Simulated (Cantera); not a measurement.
Charge: 1 mol SiH2Cl2, 12 mol H2, 0.017 mol Cl2, held at 290 Pa.

Equilibrium computed with Cantera from the NASA thermochemical tables; the gas is ideal and each condensed phase is pure. Candidate condensed phases: Si; 19 gas species. The tables' values for SiCl3, SiCl are old estimates; treat these amounts as uncertain. Rates play no part.

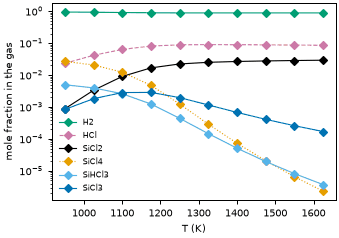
Figure. Equilibrium gas composition (values under 1e-9 drawn at 1e-9)

Problem. Read off the mole fractions at 1325 K.

Solution. H2 about 0.88, HCl about 0.090, SiCl2 about 0.025, SiCl3 about 0.0012, SiCl4 about 0.00029, SiHCl3 about 0.00015.
